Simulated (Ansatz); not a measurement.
# CH6Cl2GeSi: basis-set convergence

How large a basis does CH6Cl2GeSi need? Two functionals are run in growing sets.

Computed with Ansatz 0.2.0, Gaussian basis. Level: one geometry, several basis sets.

The runs, in order: PBE0-D4/def2-SVP; ωB97M-V/def2-SVP; PBE0-D4/def2-QZVPP; ωB97M-V/def2-QZVPP; the functionals' def2-TZVPP values are taken from earlier runs.

## (1) Structure used throughout

The geometry comes from an earlier relaxation with PBE0-D4 in a triple-zeta def2 set; it is a stationary point, not always the lowest conformer.

SMILES `C[Si](Cl)(Cl)[GeH3]`, 11 atoms, charge 0, spin multiplicity 1.

Atoms are counted from 1 here; the program's logs count them from 0.

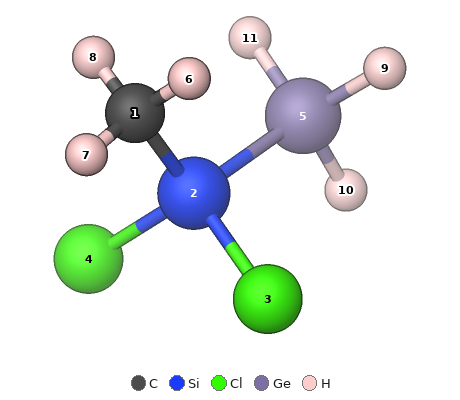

The geometry (carbon dark grey, silicon blue, chlorine green, germanium purple, hydrogen pink); atoms are numbered from 1 in the order of the file.

Geometry (Å):

| atom | x (Å) | y (Å) | z (Å) |
| --- | --- | --- | --- |
| C1 | -0.8537 | -1.2504 | 0.9365 |
| Si2 | 0.5153 | -0.5599 | -0.1054 |
| Cl3 | 2.2846 | -0.7400 | 0.9335 |
| Cl4 | 0.6688 | -1.6907 | -1.8201 |
| Ge5 | 0.2559 | 1.7161 | -0.7392 |
| H6 | -0.9420 | -0.6838 | 1.8664 |
| H7 | -0.6497 | -2.2952 | 1.1804 |
| H8 | -1.8022 | -1.1947 | 0.3974 |
| H9 | 0.1799 | 2.6015 | 0.5154 |
| H10 | 1.4498 | 2.1532 | -1.5978 |
| H11 | -1.0414 | 1.8868 | -1.5464 |

## (2) PBE0-D4 in def2-SVP

in.yaml

```yaml
crystal:
  periodic: [false, false, false]
  atoms:
    - {symbol: C, position_ang: [-0.853706, -1.250361, 0.936519]}
    - {symbol: Si, position_ang: [0.515274, -0.559910, -0.105413]}
    - {symbol: Cl, position_ang: [2.284629, -0.740006, 0.933490]}
    - {symbol: Cl, position_ang: [0.668801, -1.690726, -1.820065]}
    - {symbol: Ge, position_ang: [0.255935, 1.716052, -0.739245]}
    - {symbol: H, position_ang: [-0.942035, -0.683832, 1.866389]}
    - {symbol: H, position_ang: [-0.649722, -2.295233, 1.180383]}
    - {symbol: H, position_ang: [-1.802215, -1.194677, 0.397394]}
    - {symbol: H, position_ang: [0.179920, 2.601510, 0.515366]}
    - {symbol: H, position_ang: [1.449768, 2.153233, -1.597837]}
    - {symbol: H, position_ang: [-1.041448, 1.886848, -1.546381]}
basis:
  gaussian: {orbitals: def2-SVP}
hamiltonian: {xc: pbe0, dispersion: d4}
output: {orbitals: {seedname: orbitals}}
```

On the command line:

```sh
$ ansatz run in.yaml --threads 4 --pin off --events-out ev --progress --plain --max-ram 11315MiB
```

Output:

```text
Functional definition: PBE0
  name "PBE0"
  cite "Adamo & Barone, J. Chem. Phys. 110, 6158 (1999) doi:10.1063/1.478522"
  cite "Perdew, Burke & Ernzerhof, Phys. Rev. Lett. 77, 3865 (1996) doi:10.1103/PhysRevLett.77.3865"
  parent pbe
  parameter a = 0.25
  parameter kappa = 0.804
  parameter beta = 0.06672455060314922
  exchange = (1 - a)*pbe_x(kappa = kappa, mu = beta*pi^2/3) + a*exact_x
  correlation = pbe_c(beta = beta)
1255 factors; integrals over basis functions are off by at most 1.5e-3 eV
mean field evaluation 1: about -90536.9129 eV, gradient 4.2e1 eV
mean field evaluation 2: about -90535.7628 eV, gradient 4.5e1 eV
mean field evaluation 4: about -90540.9977 eV, gradient 1.1e0 eV
mean field evaluation 8: about -90541.0645 eV, gradient 1.0e-1 eV
mean field evaluation 16: about -90541.0645 eV, gradient 5.7e-5 eV
mean field -90541.06454457 eV, -3327.3227510751 hartree, gradient 5.7e-5 eV, S^2 0.000000; 0 other end points of the search recorded, 0 dependent functions left out
reference -90541.06457470 eV, -3327.3227521824 hartree; 46, 46 occupied and 84, 84 virtual orbitals, 1255 factors
Total energy: -90541.36071409 eV, -3327.3336351044 hartree
```

It took 1.8 s on 4 threads of Arm Neoverse V2, shared host; peak memory 0.33 GiB.

## (3) ωB97M-V in def2-SVP

Edit in.yaml of step 2 so:

```diff
@@ -16,3 +16,3 @@
   gaussian: {orbitals: def2-SVP}
-hamiltonian: {xc: pbe0, dispersion: d4}
+hamiltonian: {xc: {name: wB97M-V}}
 output: {orbitals: {seedname: orbitals}}
```

The command is unchanged.

Output, cut to the lines that bear on the results:

```text
Functional definition: wB97M-V
  name "wB97M-V"
  cite "Mardirossian & Head-Gordon, J. Chem. Phys. 144, 214110 (2016) doi:10.1063/1.4952647"
  cite "Becke, J. Chem. Phys. 107, 8554 (1997) doi:10.1063/1.475007"
  cite "Vydrov & Van Voorhis, J. Chem. Phys. 133, 244103 (2010) doi:10.1063/1.3521275"
  # Of w^i u^j: cxij and so on, Table III.
[...]
  gx(w, u) = 1 - cx + cx01*u + cx10*w
  gss(w, u) = css00 + css04*u^4 + css10*w + css20*w^2 + css43*w^4*u^3
  gos(w, u) = cos00 + cos10*w + (cos20 + cos21*u)*w^2 + (cos60 + cos61*u)*w^6
[...]
      + integral(e_c_pw_mod_opposite_spin*gos(b97_w_opposite, b97_u_opposite)) + vv10(b, c)
1255 factors; integrals over basis functions are off by at most 1.5e-3 eV
363 factors; integrals over basis functions are off by at most 6.5e-6 eV
[...]
mean field -90555.32252006 eV, -3327.8467220100 hartree, gradient 1.4e-5 eV, S^2 0.000000; 0 other end points of the search recorded, 0 dependent functions left out
reference -90555.32256461 eV, -3327.8467236474 hartree; 46, 46 occupied and 84, 84 virtual orbitals, 1255 factors
Total energy: -90555.32256461 eV, -3327.8467236474 hartree
```

Run time: 7 s. Hardware: 4 threads of Arm Neoverse V2, shared host; peak memory 0.5 GiB.

## (4) PBE0-D4 in def2-QZVPP

Edit in.yaml of step 3 so:

```diff
@@ -15,4 +15,4 @@
 basis:
-  gaussian: {orbitals: def2-SVP}
-hamiltonian: {xc: {name: wB97M-V}}
+  gaussian: {orbitals: "def2-QZVPP.json"}
+hamiltonian: {xc: pbe0, dispersion: d4}
 output: {orbitals: {seedname: orbitals}}
```

The command is unchanged.

Output:

```text
Functional definition: PBE0
  name "PBE0"
  cite "Adamo & Barone, J. Chem. Phys. 110, 6158 (1999) doi:10.1063/1.478522"
  cite "Perdew, Burke & Ernzerhof, Phys. Rev. Lett. 77, 3865 (1996) doi:10.1103/PhysRevLett.77.3865"
  parent pbe
  parameter a = 0.25
  parameter kappa = 0.804
  parameter beta = 0.06672455060314922
  exchange = (1 - a)*pbe_x(kappa = kappa, mu = beta*pi^2/3) + a*exact_x
  correlation = pbe_c(beta = beta)
2216 factors; their error is unknown
mean field evaluation 1: about -90557.0641 eV, gradient 5.3e1 eV
mean field evaluation 2: about -90554.7523 eV, gradient 5.7e1 eV
mean field evaluation 4: about -90563.0215 eV, gradient 3.2e0 eV
mean field evaluation 8: about -90563.0379 eV, gradient 5.5e-2 eV
mean field evaluation 16: about -90563.2113 eV, gradient 7.3e-5 eV
mean field -90563.21126441 eV, -3328.1366280176 hartree, gradient 7.3e-5 eV, S^2 0.000000; 0 other end points of the search recorded, 0 dependent functions left out
reference -90563.21130833 eV, -3328.1366296316 hartree; 46, 46 occupied and 490, 490 virtual orbitals, 2216 factors
Total energy: -90563.50744772 eV, -3328.1475125536 hartree
```

Run time: 17 s. Hardware: 4 threads of Arm Neoverse V2, shared host; peak memory 3.1 GiB.

## (5) ωB97M-V in def2-QZVPP

Edit in.yaml of step 4 so:

```diff
@@ -16,3 +16,3 @@
   gaussian: {orbitals: "def2-QZVPP.json"}
-hamiltonian: {xc: pbe0, dispersion: d4}
+hamiltonian: {xc: {name: wB97M-V}}
 output: {orbitals: {seedname: orbitals}}
```

Same command.

Output, cut to the lines that bear on the results:

```text
Functional definition: wB97M-V
  name "wB97M-V"
  cite "Mardirossian & Head-Gordon, J. Chem. Phys. 144, 214110 (2016) doi:10.1063/1.4952647"
  cite "Becke, J. Chem. Phys. 107, 8554 (1997) doi:10.1063/1.475007"
  cite "Vydrov & Van Voorhis, J. Chem. Phys. 133, 244103 (2010) doi:10.1063/1.3521275"
  # Of w^i u^j: cxij and so on, Table III.
[...]
  gx(w, u) = 1 - cx + cx01*u + cx10*w
  gss(w, u) = css00 + css04*u^4 + css10*w + css20*w^2 + css43*w^4*u^3
  gos(w, u) = cos00 + cos10*w + (cos20 + cos21*u)*w^2 + (cos60 + cos61*u)*w^6
[...]
      + integral(e_c_pw_mod_opposite_spin*gos(b97_w_opposite, b97_u_opposite)) + vv10(b, c)
2152 factors; their error is unknown
421 factors; integrals over basis functions are off by at most 1.7e-5 eV
[...]
mean field -90577.37771586 eV, -3328.6572355061 hartree, gradient 2.9e-5 eV, S^2 0.000000; 0 other end points of the search recorded, 0 dependent functions left out
reference -90577.37778470 eV, -3328.6572380358 hartree; 46, 46 occupied and 490, 490 virtual orbitals, 2152 factors
Total energy: -90577.37778470 eV, -3328.6572380358 hartree
```

It took 37 s on 4 threads of Arm Neoverse V2, shared host; peak memory 3.1 GiB.

## (6) Density functionals: the series

The def2-TZVPP values come from earlier runs at the same geometry.

| functional | basis | functions | energy (eV) | from the largest (eV) | HOMO (eV) | LUMO (eV) |
| --- | --- | --- | --- | --- | --- | --- |
| PBE0-D4 | def2-SVP | 130 | -90541.3607 | 22.147 | -7.94 | 0.18 |
| PBE0-D4 | def2-TZVPP | 289 | -90561.2218 | 2.286 | -8.01 | -0.06 |
| PBE0-D4 | def2-QZVPP | 536 | -90563.5074 | 0.000 | -8.03 | -0.17 |
| ωB97M-V | def2-SVP | 130 | -90555.3226 | 22.055 | -9.93 | 2.10 |
| ωB97M-V | def2-TZVPP | 289 | -90575.1687 | 2.209 | -10.04 | 1.80 |
| ωB97M-V | def2-QZVPP | 536 | -90577.3778 | 0.000 | -10.06 | 1.44 |

## (7) Results

```
                                       quantity           value
PBE0-D4: double and triple zeta above quadruple  22.15, 2.29 eV
ωB97M-V: double and triple zeta above quadruple  22.06, 2.21 eV
```

In words: PBE0-D4 gains 19.86 eV from double to triple zeta, then 2.29 eV more. These are total energies; as a rule much of such shifts cancels in differences, which this series doesn't test. The LUMO of ωB97M-V is positive and keeps falling with the basis (2.10 to 1.44 eV): an unbound level that the basis holds in place.

For PBE0-D4 the largest set took about 9 times as long as the smallest (17 s against 1.8 s).
